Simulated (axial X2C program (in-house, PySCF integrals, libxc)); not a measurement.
# HfB⁺: bond curves with and without spin–orbit coupling

Aim: find the lowest determinant of HfB⁺, scan the bond at several levels and fit the constants, once spin-free and once with spin–orbit coupling.

Program: an in-house X2C program for linear molecules on PySCF integrals. Level of theory: all-electron X2C, Hf dyall-cv3z, B dyall-v3z. These are calculated values, not measurements.

## Step 1: Set-up

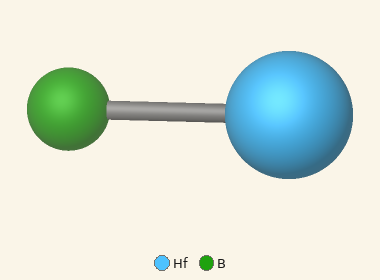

The two atoms at 2.370 Å (hafnium blue, boron green).

File task.json:

```json
{"zs": [72, 5], "q": 1, "bas": ["dyall-cv3z", "dyall-v3z"], "levels": ["PBE0", "HF", "PBE50"], "cc": true, "r0": 2.37, "thr": -1.0, "nmax": 90, "npts": 10, "nst": 2, "ntry": 6}
```

Keys: zs atomic numbers; q charge; bas basis sets; levels methods (HF also brings MP2); cc coupled cluster on or off; r0 starting distance in Å; thr threshold in hartree for freezing inner shells (an s shell follows its p shell); nmax most natural virtual spinors; npts points asked for on the curve; nst determinants followed; ntry starts of the search.

Launch:

```console
python so2c.py task.json out
```

Spin-free means the one-electron spin-free X2C Hamiltonian; two-component (2c) means X2C with spin–orbit coupling and atomic mean-field two-electron Coulomb and Gaunt terms. Basis: Hf dyall-cv3z contracted to [13s14p9d7f4g], B dyall-v3z contracted to [7s6p2d1f]; Gaussian nuclei, density fitting. Masses: Hf 179.947 u, B 11.009 u.

Notation: σ, π±, δ± give the projection m of an orbital's angular momentum (0, ±1, ±2), α and β its spin, Λ and M_S the sums; ω is the projection of a spinor's total angular momentum and Ω the sum. Logs are in hartree.

The results follow Hamiltonian by Hamiltonian and level by level.

## Step 2: Which state to follow

PBE0 moves the distance from 2.370 Å to 2.108 Å and compares determinants there.

Spin-free determinants:

```tsv
ΔE (eV)	state	open shells
0.00	M_S = 2, Λ = 0	beyond closed shells: 2 × σα, π+α, π-α
0.76	M_S = 2, Λ = 2	beyond closed shells: σα, π+α, π-α, δ+α
0.93	M_S = 1, Λ = 1	beyond closed shells: σα, π+α, π+β, π-α
1.04	M_S = 1, Λ = 2	beyond closed shells: 2 × σα, π+α, π+β
1.04	M_S = 1, Λ = 0	beyond closed shells: 2 × σα, π+β, π-α
1.09	M_S = 1, Λ = 0	beyond closed shells: π+α, π-α
1.24	M_S = 2, Λ = 3	beyond closed shells: 2 × σα, π+α, δ+α
```

Two-component determinants:

```tsv
ΔE (eV)	state	open shells
0.00	Ω = 2	excess of +ω over −ω: ω = 1/2, ω = 3/2
0.70	Ω = 0	excess of +ω over −ω: 3 × ω = 1/2, ω = -3/2
0.92	Ω = 1	excess of +ω over −ω: ω = -1/2, ω = 3/2
0.94	Ω = 1	excess of +ω over −ω: 2 × ω = 1/2
0.96	Ω = 4	excess of +ω over −ω: ω = 3/2, ω = 5/2
1.04	Ω = 1	excess of +ω over −ω: 2 × ω = 1/2
1.05	Ω = 3	excess of +ω over −ω: 3 × ω = 1/2, ω = 3/2
```

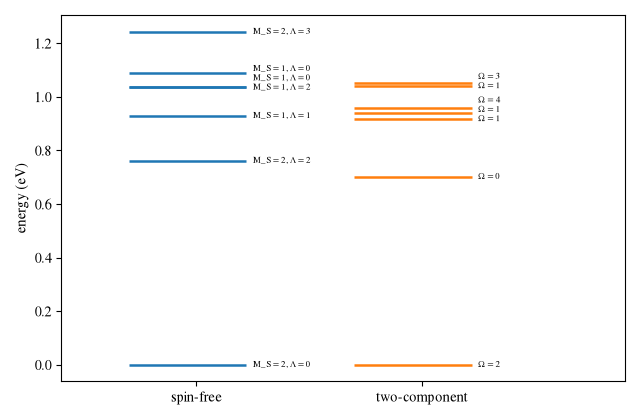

The determinants found, each set from its own lowest.

## Step 3: PBE0, spin-free

State followed: M_S = 2, Λ = 0 (beyond closed shells: 2 × σα, π+α, π-α). The scan is laid around 2.108 Å, a first estimate of the minimum, and this SCF restarts from the orbitals of the search.

Output at 2.108 Å:

```text
spin-free X2C-1e  PBE0
basis functions 227  fitting functions 1179  grid points 5077
iter        total energy     max residual
   1     -15103.011129914     7.99e-06
   2     -15103.011129915     1.52e-05
converged
one-electron -20891.34962765  Coulomb 6014.49182543  exact exchange -77.85979166  xc functional -238.66535573  nuclear repulsion 90.37181970
```

Along the bond, energies from the lowest point:

```csv
R (Å),E (eV),μ (D),HOMO (eV),LUMO (eV),iterations
1.834,0.8864,-1.69,-11.64,-8.91,13
1.918,0.3773,-1.77,-11.72,-8.73,13
1.982,0.1534,-1.80,-11.73,-8.71,13
2.045,0.0349,-1.79,-11.67,-8.68,12
2.108,0.0000,-1.75,-11.58,-8.65,2
2.182,0.0398,-1.67,-11.47,-8.62,13
2.256,0.1433,-1.54,-11.36,-8.57,13
2.350,0.3386,-1.34,-11.23,-8.51,13
2.466,0.6303,-1.01,-11.07,-8.43,14
2.635,1.0818,-0.40,-10.85,-8.35,14
```

Dipoles are positive if B is the positive end and refer to the centre of mass.

Outer orbitals at the reference distance:

```
symmetry  occupied  ε (eV)             atomic character
     φ-α       yes  -27.76                    100% Hf f
     φ+α       yes  -27.76                    100% Hf f
     φ+β       yes  -27.69                    100% Hf f
     φ-β       yes  -27.69                    100% Hf f
     δ-α       yes  -27.56                    100% Hf f
     δ+α       yes  -27.56                    100% Hf f
     π-α       yes  -27.44                    100% Hf f
     π+α       yes  -27.44                    100% Hf f
      σα       yes  -27.40                    100% Hf f
     δ-β       yes  -27.40                    100% Hf f
     δ+β       yes  -27.40                    100% Hf f
     π-β       yes  -27.23                    100% Hf f
     π+β       yes  -27.23                    100% Hf f
      σβ       yes  -27.19                    100% Hf f
      σα       yes  -17.60  54% B s, 16% Hf d, 15% Hf s
      σβ       yes  -15.17  50% B s, 17% Hf d, 16% Hf s
     π+α       yes  -11.99    58% Hf d, 35% B p, 2% B d
     π-α       yes  -11.99    58% Hf d, 35% B p, 2% B d
      σα       yes  -11.96   52% B p, 26% Hf s, 8% Hf p
      σα       yes  -11.58  52% Hf d, 29% Hf s, 12% B p
     δ+α        no   -8.65                     99% Hf d
     δ-α        no   -8.65                     99% Hf d
      σβ        no   -8.39  55% Hf s, 20% Hf d, 11% B p
     π-β        no   -8.11    58% Hf d, 35% B p, 2% B d
```

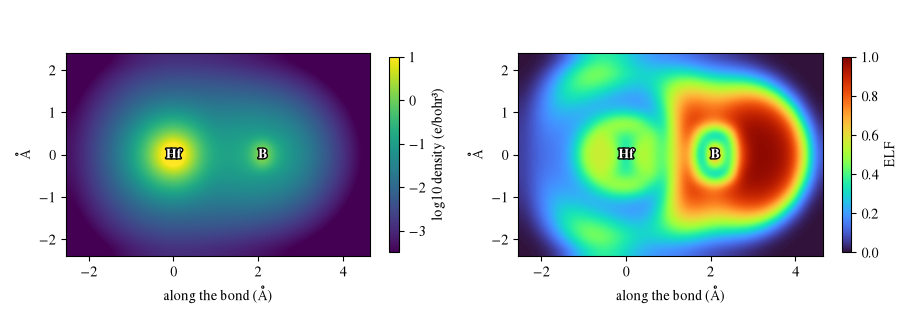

PBE0 fields in a plane through the axis, from a grid of 0.3 Å; Hf lies at z = 0 and B at z = 2.108 Å; the ELF is damped to zero where the density is low.

Re = 2.108 Å, ωe = 650 cm⁻¹, ωexe = 3.52 cm⁻¹, Be = 0.3657 cm⁻¹, De = 3.03 eV, μ = -1.75 D.

## Step 4: HF, spin-free

Output at 2.108 Å:

```text
spin-free X2C-1e  HF
basis functions 227  fitting functions 1179  grid points 5077
iter        total energy     max residual
   1     -15097.925149170     8.39e-01
   2     -15097.968012911     3.37e-02
   3     -15097.967083487     4.50e-02
   4     -15097.973728236     2.74e-03
   5     -15097.974096831     2.02e-03
   6     -15097.974319406     1.51e-03
   7     -15097.974465021     1.01e-03
   8     -15097.974584797     6.53e-04
   9     -15097.974629083     3.24e-04
  10     -15097.974648104     1.74e-04
  11     -15097.974652986     7.77e-05
  12     -15097.974654097     2.04e-05
  13     -15097.974654159     9.47e-06
  14     -15097.974654168     2.19e-06
  15     -15097.974654168     6.50e-07
converged
one-electron -20894.22303211  Coulomb 6017.57136187  exact exchange -311.69480363  xc functional 0.00000000  nuclear repulsion 90.37181970
```

Re = 2.144 Å, ωe = 553 cm⁻¹, ωexe = 9.1 cm⁻¹, Be = 0.3536 cm⁻¹, De = 1.50 eV, μ = -2.40 D.

## Step 5: PBE50, spin-free

Output at 2.108 Å:

```text
spin-free X2C-1e  PBE50
basis functions 227  fitting functions 1179  grid points 5077
iter        total energy     max residual
   1     -15102.767770053     2.80e-01
   2     -15102.772095704     1.97e-02
   3     -15102.769613539     3.46e-02
   4     -15102.773709659     9.04e-04
   5     -15102.773729892     1.17e-03
   6     -15102.773748984     3.15e-04
   7     -15102.773757260     1.54e-04
   8     -15102.773759663     6.04e-05
   9     -15102.773760016     2.44e-05
  10     -15102.773760079     4.59e-06
  11     -15102.773760082     2.23e-06
  12     -15102.773760083     7.37e-07
converged
one-electron -20893.28487062  Coulomb 6016.50776959  exact exchange -155.77389145  xc functional -160.59458731  nuclear repulsion 90.37181970
```

Re = 2.097 Å, ωe = 662 cm⁻¹, ωexe = 4.02 cm⁻¹, Be = 0.3695 cm⁻¹, De = 2.76 eV, μ = -2.12 D.

## Step 6: Correlated methods, spin-free

Correlated methods: 6 electrons correlated (frozen shells, counted by type: Hf 5 s, 4 p, 2 d, 1 f; B 1 s), 296 virtual spinors in MP2, 89 natural virtuals in coupled cluster.

Output of the correlated part at 2.108 Å:

```text
correlated 6  virtual 296  natural virtual 89  E(MP2) -0.103157066  MP2 remainder -0.001575628
iter   CCSD correlation   residual
   1     -0.113568448   1.17e-01
   2     -0.119931777   5.63e-02
   3     -0.121462380   2.62e-02
   4     -0.122062831   1.39e-02
   5     -0.122313668   5.88e-03
   6     -0.122322801   2.42e-03
   7     -0.122350103   8.76e-04
   8     -0.122349705   2.51e-04
   9     -0.122349670   9.47e-05
  10     -0.122350013   3.48e-05
  11     -0.122350238   1.55e-05
  12     -0.122350260   6.47e-06
  13     -0.122350247   2.93e-06
(T) -0.007549354  T1 0.0602  D1 0.1148  max T2 0.070
```

T1 in the output is the amplitude norm over the root of the electron number; divide by √2 for the Lee–Taylor value.

MP2: Re = 2.086 Å, ωe = 758 cm⁻¹, Be = 0.3734 cm⁻¹, De = 2.41 eV.

CCSD: Re = 2.136 Å, ωe = 631 cm⁻¹, ωexe = 3.29 cm⁻¹, Be = 0.3561 cm⁻¹, De = 2.15 eV. T1 at Re = 0.046 (Lee–Taylor, the printed value over √2).

CCSD(T): Re = 2.137 Å, ωe = 637 cm⁻¹, ωexe = 3.28 cm⁻¹, Be = 0.3557 cm⁻¹, De = 2.28 eV. T1 at Re = 0.046 (Lee–Taylor, the printed value over √2).

## Step 7: A higher determinant, spin-free

State: M_S = 2, Λ = 2 (beyond closed shells: σα, π+α, π-α, δ+α).

Output at the reference distance:

```text
spin-free X2C-1e  PBE0
basis functions 227  fitting functions 1179  grid points 5077
iter        total energy     max residual
   1     -15102.983121375     3.72e-06
   2     -15102.983121376     5.81e-06
converged
one-electron -20893.76422426  Coulomb 6016.98436939  exact exchange -77.87348520  xc functional -238.70160100  nuclear repulsion 90.37181970
```

| R (Å) | E above the lowest PBE0 point (eV) |
| --- | --- |
| 1.834 | 1.804 |
| 1.918 | 1.277 |
| 1.982 | 1.013 |
| 2.045 | 0.847 |
| 2.108 | 0.762 |
| 2.182 | 0.747 |
| 2.256 | 0.801 |
| 2.350 | 0.943 |
| 2.466 | 1.186 |

Re = 2.159 Å, ωe = 603 cm⁻¹, ωexe = 3.17 cm⁻¹, Be = 0.3487 cm⁻¹, μ = -1.90 D. Te = 0.74 eV.

## Step 8: The spin-free curves together

Energy (eV) of the followed determinant, spin-free, from each level's lowest point:

```
R (Å)   PBE0     HF    MP2   CCSD  CCSD(T)  PBE50
1.834  0.886  1.008  0.908    n/a      n/a  0.839
1.918  0.377  0.456  0.364  0.480    0.491  0.343
1.982  0.153  0.206  0.129  0.218    0.224  0.130
2.045  0.035  0.062  0.015  0.065    0.068  0.023
2.108  0.000  0.000  0.000  0.000    0.000  0.000
2.182  0.040  0.000  0.083  0.009    0.008  0.052
2.256  0.143  0.050  0.241  0.086    0.086  0.166
2.350  0.339  0.152  0.502  0.255    0.257  0.369
2.466  0.630  0.297  0.835    n/a      n/a  0.660
2.635  1.082  0.499  1.257    n/a      n/a  1.087
```

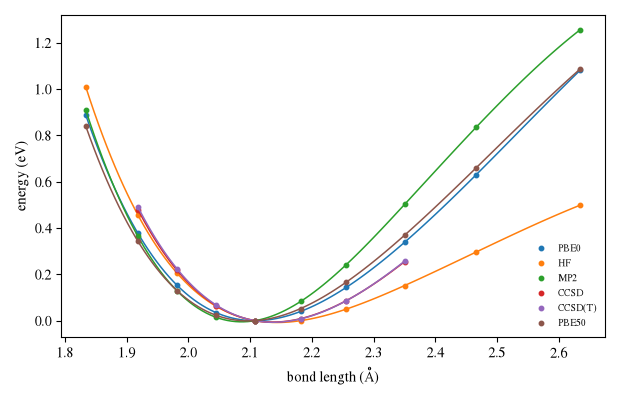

Curves of the followed state, spin-free, each from its own lowest point.

## Step 9: PBE0, 2c

State followed: Ω = 2 (excess of +ω over −ω: ω = 1/2, ω = 3/2). The scan is laid around 2.108 Å, a first estimate of the minimum, and this SCF restarts from the orbitals of the search.

Output at 2.108 Å:

```text
two-component X2C + atomic mean field  PBE0
basis functions 227  fitting functions 1179  grid points 5077
iter        total energy     max residual
   1     -15100.849730206     8.05e-06
   2     -15100.849730213     9.52e-06
   3     -15100.849730216     4.36e-06
   4     -15100.849730217     2.98e-06
converged
one-electron -20873.88973160  Coulomb 6011.81447855  exact exchange -77.82862608  xc functional -238.60621890  nuclear repulsion 90.37181970  atomic mean-field constant -12.71145189
```

Along the bond, energies from the lowest point:

| R (Å) | E (eV) | μ (D) | HOMO (eV) | LUMO (eV) | iterations |
| --- | --- | --- | --- | --- | --- |
| 1.834 | 0.8669 | -1.67 | -11.63 | -9.03 | 80 |
| 1.918 | 0.3671 | -1.75 | -11.71 | -8.94 | 17 |
| 1.982 | 0.1479 | -1.77 | -11.73 | -8.90 | 15 |
| 2.045 | 0.0327 | -1.76 | -11.68 | -8.86 | 14 |
| 2.108 | 0.0000 | -1.72 | -11.59 | -8.83 | 4 |
| 2.182 | 0.0413 | -1.64 | -11.48 | -8.79 | 14 |
| 2.256 | 0.1455 | -1.51 | -11.37 | -8.74 | 13 |
| 2.350 | 0.3406 | -1.30 | -11.24 | -8.67 | 13 |
| 2.466 | 0.6311 | -0.97 | -11.06 | -8.58 | 14 |
| 2.635 | 1.0798 | -0.36 | -10.79 | -8.44 | 15 |

Dipoles are positive if B is the positive end and refer to the centre of mass.

Outer spinors at the reference distance:

| ω | occupied | ε (eV) | atomic character | λ mixture |
| --- | --- | --- | --- | --- |
| -5/2 | yes | -28.71 | 100% Hf f | 90% φ, 10% δ |
| 5/2 | yes | -28.68 | 100% Hf f | 87% φ, 13% δ |
| -3/2 | yes | -28.48 | 100% Hf f | 78% δ, 22% π |
| 3/2 | yes | -28.42 | 100% Hf f | 70% δ, 30% π |
| -1/2 | yes | -28.35 | 100% Hf f | 64% π, 36% σ |
| 1/2 | yes | -28.32 | 100% Hf f | 52% π, 48% σ |
| 7/2 | yes | -27.10 | 100% Hf f | 100% φ |
| -7/2 | yes | -27.03 | 100% Hf f | 100% φ |
| 5/2 | yes | -26.91 | 100% Hf f | 87% δ, 13% φ |
| -5/2 | yes | -26.78 | 100% Hf f | 90% δ, 10% φ |
| 3/2 | yes | -26.76 | 100% Hf f | 70% π, 30% δ |
| 1/2 | yes | -26.66 | 100% Hf f | 52% σ, 48% π |
| -3/2 | yes | -26.65 | 100% Hf f | 78% π, 22% δ |
| -1/2 | yes | -26.63 | 100% Hf f | 64% σ, 36% π |
| 1/2 | yes | -17.60 | 54% B s, 16% Hf d, 14% Hf s | 100% σ |
| -1/2 | yes | -15.19 | 50% B s, 17% Hf d, 16% Hf s | 100% σ |
| -1/2 | yes | -12.05 | 59% Hf d, 34% B p, 3% B d | 100% π |
| 1/2 | yes | -11.96 | 53% B p, 24% Hf s, 8% Hf p | 100% σ |
| 3/2 | yes | -11.93 | 58% Hf d, 36% B p, 2% B d | 100% π |
| 1/2 | yes | -11.59 | 52% Hf d, 30% Hf s, 11% B p | 99% σ, 1% π |
| -3/2 | no | -8.83 | 98% Hf d | 97% δ, 3% π |
| 5/2 | no | -8.47 | 99% Hf d | 100% δ |
| -1/2 | no | -8.40 | 55% Hf s, 20% Hf d, 11% B p | 100% σ |
| 1/2 | no | -8.16 | 59% Hf d, 35% B p, 2% B d | 99% π, 1% σ |

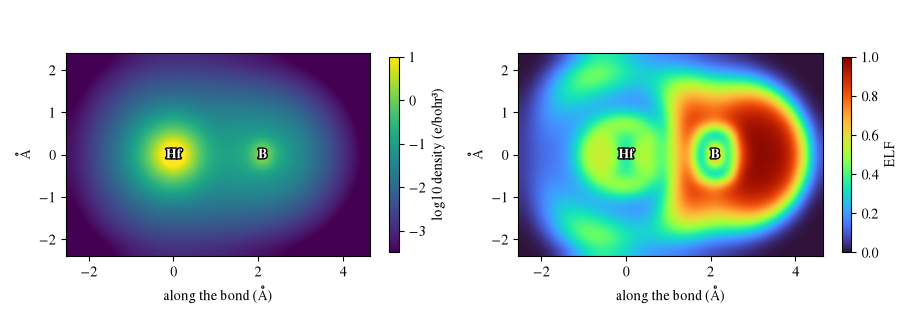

PBE0 fields in a plane through the axis, from a grid of 0.3 Å; Hf lies at z = 0 and B at z = 2.108 Å; the ELF is damped to zero where the density is low.

Re = 2.106 Å, ωe = 648 cm⁻¹, ωexe = 3.52 cm⁻¹, Be = 0.3663 cm⁻¹, De = 2.83 eV, μ = -1.72 D.

## Step 10: HF, 2c

Output at 2.108 Å:

```text
two-component X2C + atomic mean field  HF
basis functions 227  fitting functions 1179  grid points 5077
iter        total energy     max residual
   1     -15095.729389546     8.36e-01
   2     -15095.772498175     3.38e-02
   3     -15095.771651143     4.50e-02
   4     -15095.778271914     2.75e-03
   5     -15095.778670426     2.03e-03
   6     -15095.778916177     1.50e-03
   7     -15095.779079346     1.13e-03
   8     -15095.779213013     7.57e-04
   9     -15095.779264399     4.04e-04
  10     -15095.779288186     2.28e-04
  11     -15095.779295504     7.69e-05
  12     -15095.779297555     3.42e-05
  13     -15095.779297824     2.79e-05
  14     -15095.779297965     1.96e-05
  15     -15095.779298070     1.28e-05
  16     -15095.779298106     7.58e-06
  17     -15095.779298116     5.16e-06
  18     -15095.779298117     3.90e-06
  19     -15095.779298118     2.77e-06
converged
one-electron -20876.72187766  Coulomb 6014.85253534  exact exchange -311.57032360  xc functional 0.00000000  nuclear repulsion 90.37181970  atomic mean-field constant -12.71145189
```

Re = 2.142 Å, ωe = 550 cm⁻¹, ωexe = 10.1 cm⁻¹, Be = 0.354 cm⁻¹, De = 1.11 eV, μ = -2.35 D.

## Step 11: PBE50, 2c

The SCF at the reference distance of 2.108 Å:

```text
two-component X2C + atomic mean field  PBE50
basis functions 227  fitting functions 1179  grid points 5077
iter        total energy     max residual
   1     -15100.594414299     2.79e-01
   2     -15100.598766994     1.97e-02
   3     -15100.596276774     3.47e-02
   4     -15100.600381049     9.07e-04
   5     -15100.600402000     1.19e-03
   6     -15100.600421684     3.16e-04
   7     -15100.600430554     1.53e-04
   8     -15100.600433215     6.38e-05
   9     -15100.600433639     2.29e-05
  10     -15100.600433731     7.84e-06
  11     -15100.600433744     5.86e-06
  12     -15100.600433749     4.71e-06
  13     -15100.600433752     2.85e-06
  14     -15100.600433753     1.23e-06
converged
one-electron -20875.81983142  Coulomb 6013.82518086  exact exchange -155.71160025  xc functional -160.55455075  nuclear repulsion 90.37181970  atomic mean-field constant -12.71145189
```

Re = 2.095 Å, ωe = 660 cm⁻¹, ωexe = 4.07 cm⁻¹, Be = 0.3702 cm⁻¹, De = 2.53 eV, μ = -2.09 D.

## Step 12: MP2 and beyond, 2c

Correlated methods: 6 electrons correlated (frozen shells, counted by type: Hf 5 s, 4 p, 2 d, 1 f; B 1 s), 296 virtual spinors in MP2, 89 natural virtuals in coupled cluster.

Output of the correlated part at 2.108 Å:

```text
correlated 6  virtual 296  natural virtual 89  E(MP2) -0.102982586  MP2 remainder -0.001643544
iter   CCSD correlation   residual
   1     -0.113370951   1.17e-01
   2     -0.119778967   5.65e-02
   3     -0.121305015   2.63e-02
   4     -0.121922458   1.41e-02
   5     -0.122180102   6.08e-03
   6     -0.122192409   2.63e-03
   7     -0.122222460   1.15e-03
   8     -0.122221990   5.88e-04
   9     -0.122221583   4.08e-04
  10     -0.122221731   2.42e-04
  11     -0.122223164   1.24e-04
  12     -0.122223550   5.79e-05
  13     -0.122223709   3.50e-05
  14     -0.122223788   2.22e-05
  15     -0.122224011   1.35e-05
  16     -0.122224106   7.40e-06
  17     -0.122224165   3.69e-06
  18     -0.122224151   1.87e-06
(T) -0.007509086  T1 0.0610  D1 0.1161  max T2 0.070
```

MP2: Re = 2.085 Å, ωe = 757 cm⁻¹, Be = 0.3739 cm⁻¹, De = 2.19 eV.

CCSD: Re = 2.135 Å, ωe = 630 cm⁻¹, ωexe = 3.43 cm⁻¹, Be = 0.3566 cm⁻¹, De = 2.00 eV. T1 at Re = 0.046 (Lee–Taylor, the printed value over √2).

CCSD(T): Re = 2.136 Å, ωe = 636 cm⁻¹, ωexe = 3.37 cm⁻¹, Be = 0.3563 cm⁻¹, De = 2.14 eV. T1 at Re = 0.046 (Lee–Taylor, the printed value over √2).

## Step 13: A higher determinant, 2c

State: Ω = 0 (excess of +ω over −ω: 3 × ω = 1/2, ω = -3/2).

Output at the reference distance:

```text
two-component X2C + atomic mean field  PBE0
basis functions 227  fitting functions 1179  grid points 5077
iter        total energy     max residual
   1     -15100.823925568     2.44e-05
   2     -15100.823925598     1.75e-05
   3     -15100.823925605     1.39e-05
   4     -15100.823925622     3.83e-06
   5     -15100.823925624     7.96e-07
converged
one-electron -20873.52012430  Coulomb 6011.44278470  exact exchange -77.82090912  xc functional -238.58604471  nuclear repulsion 90.37181970  atomic mean-field constant -12.71145189
```

```csv
R (Å),E above the lowest PBE0 point (eV)
1.834,1.553
1.918,1.055
1.982,0.839
2.045,0.729
2.108,0.702
2.182,0.752
2.256,0.866
2.350,1.074
2.466,1.376
```

Re = 2.100 Å, ωe = 663 cm⁻¹, ωexe = 3.47 cm⁻¹, Be = 0.3686 cm⁻¹, μ = -1.68 D. Te = 0.70 eV.

## Step 14: The 2c curves together

Energy (eV) of the followed determinant, 2c, from each level's lowest point:

```csv
R (Å),PBE0,HF,MP2,CCSD,CCSD(T),PBE50
1.834,0.867,0.992,0.890,n/a,n/a,0.820
1.918,0.367,0.447,0.355,0.470,0.481,0.333
1.982,0.148,0.201,0.124,0.213,0.219,0.125
2.045,0.033,0.060,0.013,0.063,0.066,0.021
2.108,0.000,0.000,0.000,0.000,0.000,0.000
2.182,0.041,0.001,0.084,0.010,0.009,0.054
2.256,0.145,0.050,0.243,0.088,0.088,0.168
2.350,0.341,0.149,0.501,0.256,0.260,0.371
2.466,0.631,0.287,0.826,n/a,n/a,0.659
2.635,1.080,0.471,1.215,n/a,n/a,1.081
```

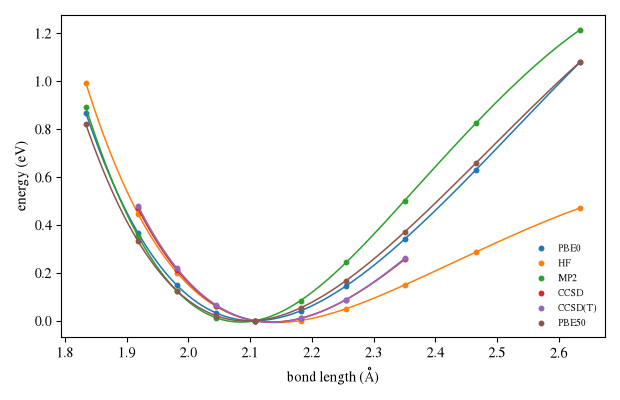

Curves of the followed state, 2c, each from its own lowest point.

The whole job took 4.8 min on 1 thread of Arm Neoverse V2, shared host; peak memory 0.51 GiB.

## Step 15: What came out

Lowest determinant that the search found at its distance, spin-free: M_S = 2, Λ = 0 (beyond closed shells: 2 × σα, π+α, π-α).

Lowest determinant that the search found at its distance, 2c: Ω = 2 (excess of +ω over −ω: ω = 1/2, ω = 3/2).

| Hamiltonian | level | Re (Å) | ωe (cm⁻¹) | De (eV) | μ (D) |
| --- | --- | --- | --- | --- | --- |
| spin-free | PBE0 | 2.108 | 650 | 3.03 | -1.75 |
| spin-free | HF | 2.144 | 553 | 1.50 | -2.40 |
| spin-free | MP2 | 2.086 | 758 | 2.41 | n/a |
| spin-free | CCSD | 2.136 | 631 | 2.15 | n/a |
| spin-free | CCSD(T) | 2.137 | 637 | 2.28 | n/a |
| spin-free | PBE50 | 2.097 | 662 | 2.76 | -2.12 |
| 2c | PBE0 | 2.106 | 648 | 2.83 | -1.72 |
| 2c | HF | 2.142 | 550 | 1.11 | -2.35 |
| 2c | MP2 | 2.085 | 757 | 2.19 | n/a |
| 2c | CCSD | 2.135 | 630 | 2.00 | n/a |
| 2c | CCSD(T) | 2.136 | 636 | 2.14 | n/a |
| 2c | PBE50 | 2.095 | 660 | 2.53 | -2.09 |

Dipoles are positive if B is the positive end and refer to the centre of mass.

Time per point (s) on 1 thread of Arm Neoverse V2, shared host (2c runs; CCSD comes with the CCSD(T) run); the times are rough: PBE0 2.1, HF 1.6, MP2 1.8, CCSD(T) 4.4, PBE50 2.3.

**Reading.** At CCSD(T), going from spin-free to two-component changes Re by -2 mÅ, ωe by -0.2 %, which is small (part of it comes from the scalar share of the two-electron terms). It costs about 1.8 times the time. De moves by -0.15 eV; both De rest on single-determinant atoms, which can miss part of an open shell's spin–orbit lowering.

De refers to Hf+ + B, each in the lowest determinant found, which need not be this curve's own limit. The state is a single determinant with fixed occupations, the lowest that a limited PBE0 search found. De is counted from the lowest determinant-based energies of the atoms at the same level, without counterpoise correction. Density functionals use the spin component along the axis (collinear). Coupled cluster ran in a truncated set of natural virtual spinors; the MP2 energy of the rest was added. With several unpaired electrons one determinant need not be a pure state. With the outer-core shells frozen, correlated bond lengths of heavy atoms tend to come out a few hundredths of an ångström too long. T1 at Re is 0.046 (Lee–Taylor), above the customary mark of 0.02.
